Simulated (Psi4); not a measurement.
# wB97X-V/def2-TZVPPD run of GaF (SMILES [F][Ga])

What is the energy change on altering one bond length of GaF at wB97X-V/def2-TZVPPD? The job is set up through a QCSchema input.

Program for the calculation: Psi4 1.11.

1 further run of the same task is left out (set aside as unsound or not needed).

### 1 Starting point

GaF has 2 atoms, charge 0, and is taken as a singlet. SMILES: `[F][Ga]`. The shape is that of a PBE0-D4/def2-TZVP optimisation.

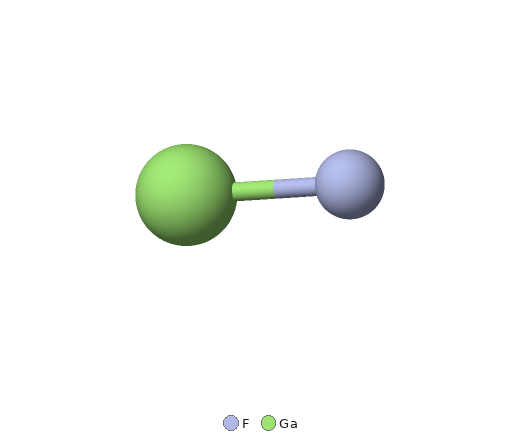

Viewed from a chosen angle; fluorine light blue, gallium green.

### 2 A single-point energy at wB97X-V/def2-TZVPPD

File input.json:

```json
{
 "schema_name": "qcschema_input",
 "schema_version": 1,
 "molecule": {
  "schema_name": "qcschema_molecule",
  "schema_version": 2,
  "symbols": ["F", "Ga"],
  "geometry": [0.0, 0.0, 0.01190527, 0.0, 0.0, 3.38799548],
  "molecular_charge": 0,
  "molecular_multiplicity": 1,
  "fix_symmetry": "c1",
  "fix_com": true,
  "fix_orientation": true
 },
 "driver": "energy",
 "model": {
  "method": "wb97x-v",
  "basis": "def2-TZVPPD"
 },
 "keywords": {
  "puream": true,
  "e_convergence": 1e-09,
  "d_convergence": 1e-08,
  "scf_type": "pk",
  "dft_radial_points": 99,
  "dft_spherical_points": 590
 }
}
```

Run with:

```console
psi4 --qcschema input.json -n 1 --memory 1600MB
```

stdout:

```text
[...]
  Running in c1 symmetry.
[...]
  Nuclear repulsion =   82.639971874448236
[...]
  Multiplicity = 1
[...]
  Nalpha       = 20
  Nbeta        = 20
[...]
    Number of basis functions: 94
[...]
   @RKS iter   1: -2022.89638839000804   -2.40489e+00   3.34747e-02 ADIIS/DIIS
[...]
   @RKS iter  12: -2024.58359673934979   -1.40972e-11   4.67707e-09 DIIS
[...]
    Orbital Energies [Eh]
    ---------------------
    Doubly Occupied:
       1A   -372.402917     2A    -45.962451     3A    -40.706445
       4A    -40.706445     5A    -40.703407     6A    -24.695355
       7A     -5.608318     8A     -3.894012     9A     -3.894012
      10A     -3.885799    11A     -1.238379    12A     -0.950607
      13A     -0.950607    14A     -0.945085    15A     -0.945085
      16A     -0.940435    17A     -0.552167    18A     -0.484072
      19A     -0.484072    20A     -0.370254
[...]
  @RKS Final Energy: -2024.58359673934979
   => Energetics <=
    Nuclear Repulsion Energy =             82.6399718744482357
    One-Electron Energy =               -2988.8516590209487731
    Two-Electron Energy =                 947.5636808763723593
    DFT Exchange-Correlation Energy =     -66.1052992474550649
    Empirical Dispersion Energy =           0.0000000000000000
    VV10 Nonlocal Energy =                  0.1697087782336434
    Total Energy =                      -2024.5835967393495594
[...]
 Multipole Moments:
 ------------------------------------------------------------------------------------
     Multipole            Electronic (a.u.)      Nuclear  (a.u.)        Total (a.u.)
 ------------------------------------------------------------------------------------
 L = 1.  Multiply by 2.5417464519 to convert [e a0] to [Debye]
 Dipole X            :         -0.0000000            0.0000000           -0.0000000
 Dipole Y            :         -0.0000000            0.0000000           -0.0000000
 Dipole Z            :       -104.2399354          105.1350073            0.8950719
 Magnitude           :                                                    0.8950719
[...]
```

The result, in JSON:

```text
{
 "driver": "energy",
 "model": {
  "method": "wb97x-v",
  "basis": "def2-TZVPPD"
 },
 "success": true,
 "return_result": -2024.5835967393498,
 "properties": {
  "calcinfo_nbasis": 94,
  "calcinfo_nmo": 94,
  "calcinfo_nalpha": 20,
  "calcinfo_nbeta": 20,
  "calcinfo_natom": 2,
  "nuclear_repulsion_energy": 82.63997187444824,
  "return_energy": -2024.5835967393498,
  "scf_one_electron_energy": -2988.851659020949,
  "scf_two_electron_energy": 947.5636808763724,
  "scf_vv10_energy": 0.16970877823364344,
  "scf_xc_energy": -66.10529924745506,
  "scf_dipole_moment": [-4.811172573472019e-17, -3.616456063173558e-15, 0.8950719489859722],
  "scf_total_energy": -2024.5835967393498,
  "scf_iterations": 12
 }
}
```

Wall time 17 s (1 thread of Intel Xeon Platinum 8375C at 2.90GHz (Ice Lake), shared host); peak memory 0.72 GiB.

### 3 The distorted shape, same level

File job.json:

```json
{
  "schema_name": "qcschema_input",
  "schema_version": 1,
  "molecule": {
    "schema_name": "qcschema_molecule",
    "schema_version": 2,
    "symbols": ["F", "Ga"],
    "geometry": [0.0, 0.0, -4.03938408, 0.0, 0.0, 3.38799548],
    "molecular_charge": 0,
    "molecular_multiplicity": 1,
    "fix_symmetry": "c1",
    "fix_com": true,
    "fix_orientation": true
  },
  "driver": "energy",
  "model": {
    "method": "wb97x-v",
    "basis": "def2-TZVPPD"
  },
  "keywords": {
    "puream": true,
    "e_convergence": 1e-09,
    "d_convergence": 1e-08,
    "scf_type": "pk",
    "dft_radial_points": 99,
    "dft_spherical_points": 590
  }
}
```

Run with:

```console
psi4 --qcschema job.json -n 1 --memory 1600MB
```

stdout:

```text
[...]
  Running in c1 symmetry.
[...]
  Nuclear repulsion =   37.563719175272631
[...]
  Multiplicity = 1
[...]
  Nalpha       = 20
  Nbeta        = 20
[...]
    Number of basis functions: 94
[...]
   @RKS iter   1: -2022.75998814836930   -2.75867e+00   3.29880e-02 DIIS/ADIIS
[...]
   @RKS iter  16: -2024.41196489410027   -4.77485e-12   8.38661e-09 DIIS
[...]
    Orbital Energies [Eh]
    ---------------------
    Doubly Occupied:
       1A   -372.550934     2A    -46.108976     3A    -40.852252
       4A    -40.852252     5A    -40.851875     6A    -24.498028
       7A     -5.751551     8A     -4.034601     9A     -4.034601
      10A     -4.033087    11A     -1.089178    12A     -1.089178
      13A     -1.087783    14A     -1.087783    15A     -1.087289
      16A     -1.004501    17A     -0.554173    18A     -0.274526
      19A     -0.274526    20A     -0.271586
[...]
  @RKS Final Energy: -2024.41196489410027
   => Energetics <=
    Nuclear Repulsion Energy =             37.5637191752726309
    One-Electron Energy =               -2896.2685348902000442
    Two-Electron Energy =                 900.1434451162575670
    DFT Exchange-Correlation Energy =     -66.0227783060538940
    Empirical Dispersion Energy =           0.0000000000000000
    VV10 Nonlocal Energy =                  0.1721840106234734
    Total Energy =                      -2024.4119648941002652
[...]
 Multipole Moments:
 ------------------------------------------------------------------------------------
     Multipole            Electronic (a.u.)      Nuclear  (a.u.)        Total (a.u.)
 ------------------------------------------------------------------------------------
 L = 1.  Multiply by 2.5417464519 to convert [e a0] to [Debye]
 Dipole X            :         -0.0000000            0.0000000           -0.0000000
 Dipole Y            :         -0.0000000            0.0000000           -0.0000000
 Dipole Z            :        -62.5731047           68.6734032            6.1002985
 Magnitude           :                                                    6.1002985
[...]
```

The result, in JSON:

```text
{
 "driver": "energy",
 "model": {
  "method": "wb97x-v",
  "basis": "def2-TZVPPD"
 },
 "success": true,
 "return_result": -2024.4119648941003,
 "properties": {
  "calcinfo_nbasis": 94,
  "calcinfo_nmo": 94,
  "calcinfo_nalpha": 20,
  "calcinfo_nbeta": 20,
  "calcinfo_natom": 2,
  "nuclear_repulsion_energy": 37.56371917527263,
  "return_energy": -2024.4119648941003,
  "scf_one_electron_energy": -2896.2685348902,
  "scf_two_electron_energy": 900.1434451162576,
  "scf_vv10_energy": 0.17218401062347335,
  "scf_xc_energy": -66.0227783060539,
  "scf_dipole_moment": [-2.379810210051853e-17, -9.802540888110484e-15, 6.100298500391254],
  "scf_total_energy": -2024.4119648941003,
  "scf_iterations": 16
 }
}
```

It took 19 s on 1 thread of Intel Xeon Platinum 8375C at 2.90GHz (Ice Lake), shared host; peak memory 0.69 GiB.

### 4 Outcome

Level: wB97X-V/def2-TZVPPD.

```
                                                          quantity           value
                                         first shape: total energy  -2024.58360 Eh
                                        first shape: dipole moment          2.28 D
                                          first shape: HOMO energy       -10.08 eV
                                          first shape: LUMO energy         0.46 eV
                                        first shape: HOMO–LUMO gap        10.54 eV
                                     distorted shape: total energy  -2024.41196 Eh
                                    distorted shape: dipole moment         15.51 D
                                      distorted shape: HOMO energy        -7.39 eV
                                      distorted shape: LUMO energy        -2.27 eV
                                    distorted shape: HOMO–LUMO gap         5.12 eV
energy change with the F1–Ga2 bond stretched from 1.787 to 3.930 Å        4.670 eV
```

**Reading.** With the F1–Ga2 bond stretched from 1.787 to 3.930 Å the energy rises by 4.67 eV (451 kJ/mol). The first shape isn't relaxed at this level, so the change isn't measured from a minimum.
